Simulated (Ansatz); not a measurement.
**Fields on a plane of PbI2 (CdI2 type)**

```yaml
crystal:
  lattice:
    - [4.55930, 0.00000, 0.00000]
    - [-2.27965, 3.94847, 0.00000]
    - [0.00000, 0.00000, 6.97268]
  atoms:
    - { symbol: Pb, position: [0.00000, 0.00000, 0.00000] }
    - { symbol: I, position: [0.33333, 0.66667, 0.27092] }
    - { symbol: I, position: [0.66667, 0.33333, 0.72908] }
```

The slice is a (0001) plane (indices of the conventional cell) through the point (0.000, 0.000, 0.000) (fractional), spanned by u = [110] and v = [1 -1 0] in vectors of this cell: u (4.56 Å) and v (7.90 Å, at 90° to u). It covers one period; positions are fractions (u, v).

Atoms on it: Pb at (0.00, 0.00); Pb at (0.50, 0.50).

Computed with PBE-D3(BJ) (plane waves to 420 eV, PAW, scalar-relativistic; Ansatz, a first-principles code). k mesh 8×8×5. Near the nuclei the fields are pseudised (PAW); where an atom keeps semicore shells as valence, they peak there. PbI2 was relaxed with its symmetry unable to fall. Spin-orbit coupling is left out, though I and Pb are heavy. The PAW data are Ansatz's earlier set.

| v \ u | 0.00 | 0.17 | 0.33 | 0.50 | 0.67 | 0.83 |
|---|---|---|---|---|---|---|
| 0.90 | x | <-3.0 | 3.5 | 5.2 | 3.5 | <-3.0 |
| 0.80 | 2.5 | 3.8 | 5.1 | 5.2 | 5.1 | 3.8 |
| 0.70 | 5.2 | 5.1 | 3.8 | 2.5 | 3.8 | 5.1 |
| 0.60 | 5.2 | 3.5 | <-3.0 | x | <-3.0 | 3.5 |
| 0.50 | 5.1 | 1.9 | x | x | x | 1.9 |
| 0.40 | 5.2 | 3.5 | <-3.0 | x | <-3.0 | 3.5 |
| 0.30 | 5.2 | 5.1 | 3.8 | 2.5 | 3.8 | 5.1 |
| 0.20 | 2.5 | 3.8 | 5.1 | 5.2 | 5.1 | 3.8 |
| 0.10 | x | <-3.0 | 3.5 | 5.2 | 3.5 | <-3.0 |
| 0.00 | x | x | 1.9 | 5.1 | 1.9 | x |

Values: electrostatic potential energy of an electron, from the cell's mean, in eV. Points within 1 Å of a nucleus are blanked (x), as the pseudised field means little there. Values under -3 eV are set to -3. The zero, the cell's mean, hangs on the PAW cores.

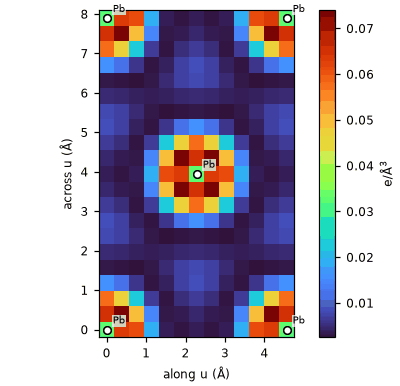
Figure. Density of the highest valence band (whole band, smooth part) in e/Å³, one period of the plane, atoms marked.
